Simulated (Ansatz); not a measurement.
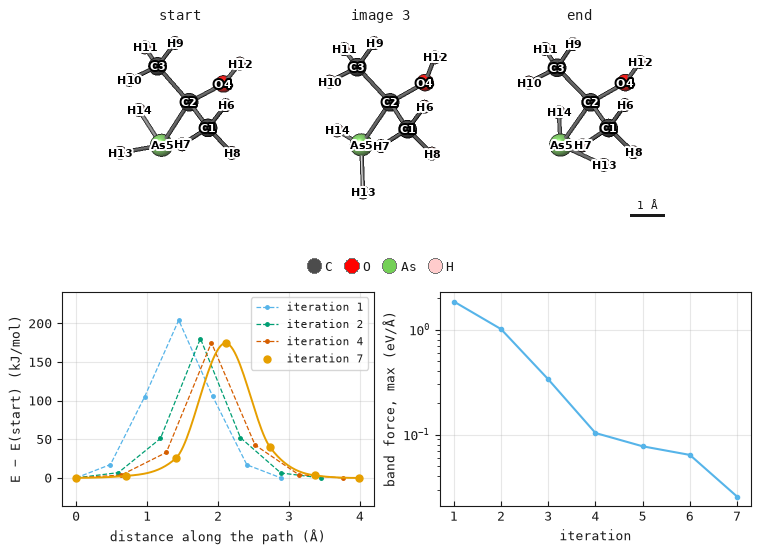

A nudged-elastic-band calculation for C3H9AsO. Images are numbered from 0 (start) to 6 (end). The plot follows the band through its iterations. A ball-and-stick model, seen from a free direction.

These are results of RKS PBE0-D4/def2-SVP (Ansatz), not measurements. Run with 5 movable images; climbing image; force threshold 0.03 eV/Å; iteration limit 60; starting path by image-dependent pair potential.

Question: Judge this run.

Answer: The result is final at these settings. The band converged in 7 iterations. The largest component of the band force went from 1.8 to 0.026 eV/Å. The climbing image converged on the top of the path. Its vibrational analysis gives one imaginary mode (949i cm⁻¹), as a transition state must have. The first iteration put the highest image at 204.3 kJ/mol. The barrier is about 174.5 kJ/mol in both directions, with image 3 at the top; the ends have nearly the same energy.

The run took 3.5 min on 2 threads of Arm Neoverse V1 (shared host), peak memory 0.4 GiB.
